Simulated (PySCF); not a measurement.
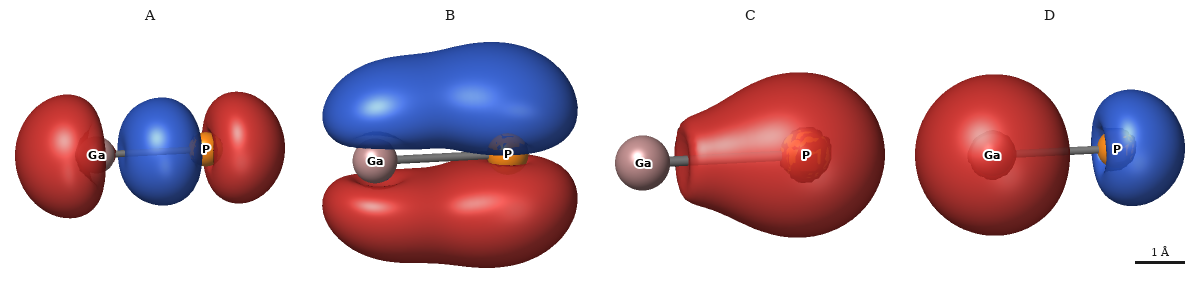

Figure. GaP (charge +1, quartet). Four frontier β-spin orbitals, each drawn at the value that holds 80 % of its norm (red and blue are the two phases), in no order; of a degenerate pair one member is drawn.

All numbers below come from PBE0/def2-TZVPPD, non-relativistic Hamiltonian with scalar-relativistic core potentials where named, at a bond length of 2.619 Å in PySCF.

Q: Label each orbital by symmetry, say whether it is occupied, and order them by energy.

A: Orbital C: σ, occupied in this spin, −19.82 eV; mainly on P (85 %).
Orbital D: σ, occupied in this spin, −15.61 eV; mainly on Ga (75 %).
Orbital A: σ, empty in this spin, −9.46 eV; shared between the atoms (Ga 45 %, P 55 %).
Orbital B: π, empty in this spin, −8.84 eV; bonding, with no node between the atoms.
